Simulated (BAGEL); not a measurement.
# PBE0/def2-TZVPPD (density fitting with qzvpp-jkfit) run of GeH2 (SMILES [GeH2])

Aim: the energy change on altering one bond length of GeH2 at PBE0/def2-TZVPPD (density fitting with qzvpp-jkfit), from 2 runs. 

The results are computed with BAGEL 1.2.2.

4 further runs of the same task are left out: 1 that didn't finish, 3 set aside as unsound or not needed. Runs told in other sessions of the task aren't counted.

### Step 1. The molecule

GeH2: 3 atoms, total charge 0, spin state singlet. As SMILES, `[GeH2]`. The shape is that of a PBE0-D4/def2-TZVP optimisation.

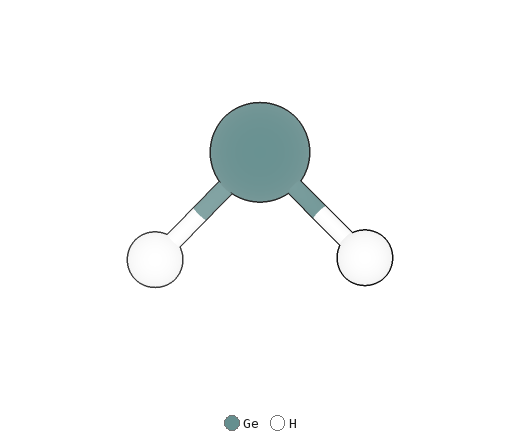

The structure, seen from a chosen angle (germanium teal, hydrogen white).

### Step 2. A single-point energy at PBE0/def2-TZVPPD (density fitting with qzvpp-jkfit)

File job.json:

```json
{ "bagel": [

{
  "title": "molecule",
  "basis": "def2-tzvppd.json",
  "df_basis": "qzvpp-jkfit",
  "angstrom": "true",
  "geometry": [
    { "atom": "Ge", "xyz": [      -0.570100,       0.405100,      -0.263700 ] },
    { "atom": "H", "xyz": [       0.783000,       0.743600,       0.509000 ] },
    { "atom": "H", "xyz": [      -0.212900,      -1.148700,      -0.245300 ] }
  ]
},

{ "title": "ks", "xc_func": "pbe0" },

{ "title": "print", "file": "orbitals.molden", "orbitals": "true" }

]}
```

The basis set def2-TZVPPD is read from a file made from the Basis Set Exchange's data (not shown).

Started as:

```console
$ BAGEL_NUM_THREADS=1 BAGEL job.json > job.out
```

The log of the run:

```text
* using 1 threads per process

  ===============================================================
  ===============================================================

  *** Geometry ***

  { "atom" : "Ge", "xyz" : [     -1.077333,      0.765528,     -0.498321 ] },
  { "atom" : "H", "xyz" : [      1.479656,      1.405200,      0.961871 ] },
  { "atom" : "H", "xyz" : [     -0.402323,     -2.170728,     -0.463550 ] },

  Number of auxiliary basis functions:      302

  Since a DF basis is specified, we compute 2- and 3-index integrals:
    o Being stored without compression. Storage requirement is 0.019 GB

  Number of basis functions:       88
  Number of electrons      :       34

    * METHOD: MOLECULE                             0.09

  *** Kohn-Sham DFT ***

    * Removing 2968 points whose weight is below 1.00e-10
    * Grid points: 41750

  === Nuclear Repulsion ===
    21.4737020281

       - DIIS with orbital gradients will be used.

  === KS iteration (pbe0 / def2-tzvppd.json) ===
      0      -2029.81817626          0.12370907           0.13
      1      -1882.81898615          0.44852087           0.09
      2      -2039.68670133          0.13297286           0.10
      3      -1999.06789280          0.31208499           0.10
      4      -2038.55477826          0.45027315           0.09
      5      -2019.38391410          0.38789196           0.09
      6      -2019.17743342          0.38569797           0.10
      7      -2007.19913655          0.27741640           0.10
      8      -2049.50505152          0.13679150           0.09
      9      -2055.69390569          0.36577942           0.10
     10      -2051.99897352          0.39208485           0.09
     11      -2061.91068917          0.30364694           0.09
     12      -2061.44052504          0.30573411           0.10
     13      -2012.01012661          0.29861228           0.10
     14      -2069.79936719          0.11066131           0.09
     15      -2077.31373098          0.05028656           0.10
     16      -2077.80187380          0.01686599           0.10
     17      -2077.86988514          0.00483749           0.10
     18      -2077.87632650          0.00029506           0.10
     19      -2077.87635059          0.00009615           0.10
     20      -2077.87635425          0.00000825           0.10
     21      -2077.87635427          0.00000208           0.11
     22      -2077.87635427          0.00000048           0.10
     23      -2077.87635427          0.00000010           0.10
     24      -2077.87635427          0.00000007           0.10
     25      -2077.87635427          0.00000001           0.10
    * SCF iteration converged.

    * Permanent dipole moment:
           (    0.041462,    -0.029368,     0.019178) a.u.

    * METHOD: KS                                   2.68

    * METHOD: PRINT                                0.01

  ===============================================================
```

It took 2.9 s on 1 thread of Arm Neoverse V2, shared host; peak memory 0.2 GiB.

### Step 3. The distorted shape, same level

File input.json:

```json
{ "bagel": [

{
  "title": "molecule",
  "basis": "def2-tzvppd.json",
  "df_basis": "qzvpp-jkfit",
  "angstrom": true,
  "geometry": [
    { "atom": "Ge", "xyz": [      -0.623680,       0.638169,      -0.266460 ] },
    { "atom": "H", "xyz": [       0.729420,       0.976669,       0.506240 ] },
    { "atom": "H", "xyz": [      -0.212900,      -1.148700,      -0.245300 ] }
  ]
},

{ "title": "ks", "xc_func": "pbe0" },

{ "title": "print", "file": "orbitals.molden", "orbitals": true }

]}
```

The basis set def2-TZVPPD is read from a file made from the Basis Set Exchange's data (not shown).

Started as:

```console
$ BAGEL_NUM_THREADS=1 BAGEL input.json > input.out
```

The log of the run:

```text
* using 1 threads per process

  ===============================================================
  ===============================================================

  *** Geometry ***

  { "atom" : "Ge", "xyz" : [     -1.178584,      1.205965,     -0.503536 ] },
  { "atom" : "H", "xyz" : [      1.378404,      1.845637,      0.956655 ] },
  { "atom" : "H", "xyz" : [     -0.402323,     -2.170728,     -0.463550 ] },

  Number of auxiliary basis functions:      302

  Since a DF basis is specified, we compute 2- and 3-index integrals:
    o Being stored without compression. Storage requirement is 0.019 GB

  Number of basis functions:       88
  Number of electrons      :       34

    * METHOD: MOLECULE                             0.09

  *** Kohn-Sham DFT ***

    * Removing 2800 points whose weight is below 1.00e-10
    * Grid points: 41918

  === Nuclear Repulsion ===
    20.0716311964

       - DIIS with orbital gradients will be used.

  === KS iteration (pbe0 / def2-tzvppd.json) ===
      0      -2030.12856148          0.12211113           0.12
      1      -1881.08550408          0.41976493           0.10
      2      -2039.70547713          0.13115481           0.10
      3      -2000.57802729          0.29297859           0.11
      4      -2055.20059296          0.37542934           0.10
      5      -2015.59654966          0.34506471           0.10
      6      -2012.68360202          0.30840427           0.09
      7      -2015.92079219          0.35144723           0.09
      8      -2051.32944765          0.13528122           0.10
      9      -2072.20226547          0.19774691           0.09
     10      -2073.90433698          0.15970936           0.10
     11      -2074.07770873          0.15319025           0.11
     12      -2073.81154527          0.16025519           0.11
     13      -2076.62656977          0.07784712           0.10
     14      -2077.76139675          0.01845518           0.10
     15      -2077.86504870          0.00172000           0.09
     16      -2077.86595686          0.00028722           0.09
     17      -2077.86599129          0.00002885           0.11
     18      -2077.86599166          0.00000722           0.10
     19      -2077.86599168          0.00000168           0.10
     20      -2077.86599168          0.00000057           0.09
     21      -2077.86599168          0.00000003           0.09
     22      -2077.86599168          0.00000001           0.09
    * SCF iteration converged.

    * Permanent dipole moment:
           (    0.094248,    -0.289674,     0.018423) a.u.

    * METHOD: KS                                   2.40

    * METHOD: PRINT                                0.01

  ===============================================================
```

It took 2.7 s on 1 thread of Arm Neoverse V2, shared host; peak memory 0.2 GiB.

### Step 4. What came out

At PBE0/def2-TZVPPD (density fitting with qzvpp-jkfit):

| quantity | value |
| --- | --- |
| first shape: total energy | -2077.87635 Eh |
| first shape: dipole moment | 0.14 D |
| first shape: HOMO energy | -6.91 eV |
| first shape: LUMO energy | -3.04 eV |
| first shape: HOMO–LUMO gap | 3.86 eV |
| distorted shape: total energy | -2077.86599 Eh |
| distorted shape: dipole moment | 0.78 D |
| distorted shape: HOMO energy | -7.00 eV |
| distorted shape: LUMO energy | -3.13 eV |
| distorted shape: HOMO–LUMO gap | 3.87 eV |
| energy change with the Ge1–H3 bond stretched from 1.594 to 1.834 Å | 0.282 eV |

With the Ge1–H3 bond stretched from 1.594 to 1.834 Å the energy rises by 0.28 eV (6.5 kcal/mol).
